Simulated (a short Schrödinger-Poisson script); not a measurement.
System: symmetric double-gate stack, SiO2 on p-type Si(100), at 300 K.

| layer | material | thickness (nm) | Na (cm⁻³) |
|---|---|---|---|
| 1 | SiO2 | 3.7 | - |
| 2 | Si | 6 | 4e15 |
| 3 | SiO2 | 3.7 | - |

The device is made up for the run: typed textbook-type constants, with dimensions and the other settings drawn at random. SiO2: permittivity 3.9, conduction-band edge (eV) 3.15, gap (eV) 9, electron mass (mₑ) 0.5. Si: permittivity 11.7, conduction-band edge (eV) 0, gap (eV) 1.124, Nv at 300 K (cm⁻³) 3.1e19.

Channel valleys (confinement mass, in-plane density-of-states mass, number): Δ2 0.916, 0.19, 2; Δ4 0.19, 0.417, 4. At the gates, both at one voltage, the conduction-band edge of layer 1 lies 3.34 eV − eVg above the Fermi level of the channel. Gaps are held at their typed values at every temperature. Mesh 0.03 nm at interfaces.

From a short Schrödinger-Poisson script (our own, NumPy): 1D Poisson equation in equilibrium, electrons quantum, Hartree (BenDaniel-Duke, 12 states a valley, the channel's in-plane mass for all, wave functions ending at the dielectric), parabolic valleys, classical holes, full ionisation, no traps, pinning or gate leakage.

Only gate voltages with over 1e8 electrons/cm² are shown.

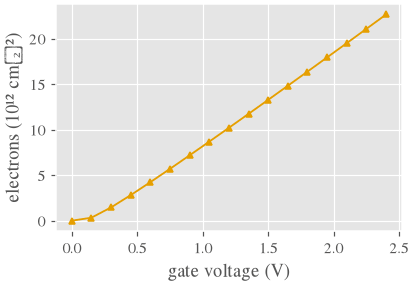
Sheet density against gate voltage

```csv
Vg (V),electrons (cm⁻²),C (μF/cm²),Δ2 E0 (meV),Δ2 E1 (meV),Δ4 E0 (meV),Δ4 E1 (meV)
0,3.51e9,0.0218,202.0,236.2,245.6,410.4
0.15,3.30e11,0.906,84.3,117.6,127.9,291.9
0.3,1.46e12,1.38,45.4,75.8,89.1,250.2
0.45,2.81e12,1.49,27.8,55.0,71.9,229.7
0.6,4.23e12,1.55,16.5,40.7,61.2,215.8
0.75,5.69e12,1.58,8.0,29.4,53.5,205.2
0.9,7.18e12,1.60,1.0,20.0,47.6,196.5
1.05,8.69e12,1.62,-4.9,11.9,42.9,189.2
1.2,1.02e13,1.63,-10.3,4.6,38.9,182.9
1.35,1.17e13,1.64,-15.2,-2.1,35.5,177.3
1.5,1.33e13,1.65,-19.9,-8.2,32.6,172.2
1.65,1.48e13,1.66,-24.3,-14.0,29.9,167.6
1.8,1.64e13,1.66,-28.6,-19.4,27.6,163.4
1.95,1.79e13,1.67,-32.7,-24.5,25.4,159.5
2.1,1.95e13,1.68,-36.8,-29.5,23.4,155.9
2.25,2.11e13,1.68,-40.7,-34.2,21.6,152.4
2.4,2.27e13,1.68,-44.7,-38.9,19.8,149.2
```

Subbands count from the Fermi level. The capacitance is that of both gates.
